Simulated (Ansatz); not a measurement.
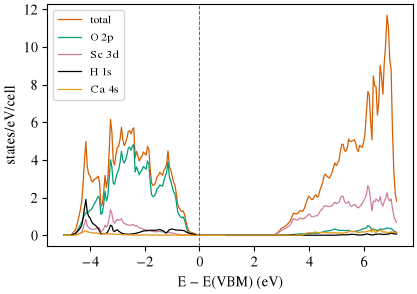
*Total and projected density of states of CaScHO$_{2}$ in space group P4/mmm (No. 123; Ca on 1d, Sc on 1a, O on 2f, H on 1b), the program Ansatz at the r²SCAN level (PAW)*

Which orbitals carry the states next to the gap?

Top 1 eV of the valence band: O 2p 77 %, H 1s 17 %. Bottom 1 eV of the conduction band: Sc 3d 73 %, outside the projected shells 22 %. Projections are on Löwdin-orthogonalised atomic valence shells; empty p or d shells of many metals are not among them.

Where is the tallest occupied peak in this window, and what makes it?

Near -3.2 eV, about 6.2 states/eV per cell; the largest projected share is O 2p.

The start of the workflow was typed in or built on a structure type; neither database checked (COD, Materials Project) lists it. Whether it is the stable phase at ambient conditions was not checked. Symmetry was held in the r²SCAN relaxation; its stability against distortions is not shown here. No spin polarisation was allowed.

Potentials: the earlier of the program's two PAW sets. The files were generated under PBE; for other functionals the program regenerates the frozen cores, and for LDA and PBEsol the local potential too.
